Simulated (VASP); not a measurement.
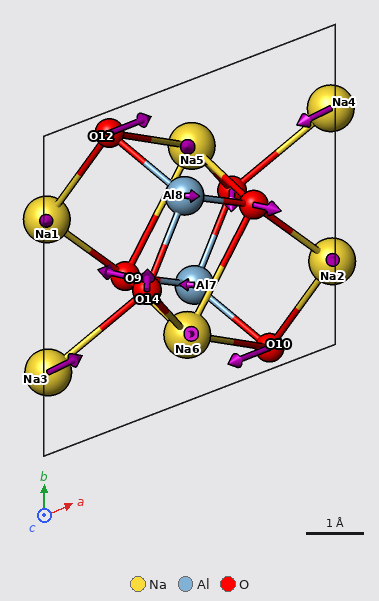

This is a relaxation of a crystal of Na₃AlO₃ (a generated structure, set up in P-1). The starting structure is drawn; purple arrows show the displacements (the part carried along by the change of the cell is left out), 10 times their true length.

A ball-and-stick model of the cell of the calculation, seen along the c axis.

The run lets cell and atoms move.

The calculation used VASP, Kohn-Sham DFT of a periodic cell, PBE, VASP PAW PBE potentials, recommended.

The input:
```
SYSTEM = Na3AlO3
ALGO = Normal ; EDIFF = 1E-6
EDIFFG = -0.01 ; ENCUT = 520
GGA = PE ; IBRION = 2
ISIF = 3 ; ISMEAR = 0
KPAR = 4 ; LASPH = .TRUE.
LCHARG = .FALSE. ; LREAL = .FALSE.
LWAVE = .FALSE. ; NELM = 120
NSW = 90 ; PREC = Accurate
SIGMA = 0.1
```

Command:
```bash
cat potpaw_PBE.64/Na_pv/POTCAR potpaw_PBE.64/Al/POTCAR potpaw_PBE.64/O/POTCAR > POTCAR
mpirun -np 4 vasp_std > vasp.out
```

**What happened in the run?**

The energy falls by 1.5 meV per atom in 40 geometry steps. Largest force component: 0.11 eV/Å at the start, 0.0081 eV/Å at the end. Pressure: 0.45 GPa at the start and −0.03 GPa at the end. The largest moves relative to the cell, 0.11 Å, are those of O atoms. Largest moves by element: O 0.11 Å, Na 0.08 Å, Al 0.03 Å. Cell: a 5.539 → 5.591 Å (+0.9 %), b 5.808 → 5.839 Å (+0.5 %), c 6.640 → 6.614 Å (−0.4 %), α 77.1° → 78.6°, β 86.4° → 87.3°, γ 68.7° → 68.1°. Volume +1.2 %. Among the contacts that change: Na–O 2.820 → 3.046 Å, Na–O 3.022 → 2.861 Å, Na–Na 3.000 → 3.131 Å, Na–O 2.404 → 2.351 Å. Bond angles that change, for instance: Na–O–Al 150.3° → 155.0°, O–Na–O 134.1° → 137.5°, Na–O–Al 86.6° → 90.0°. The space group stays P-1 (No. 2).
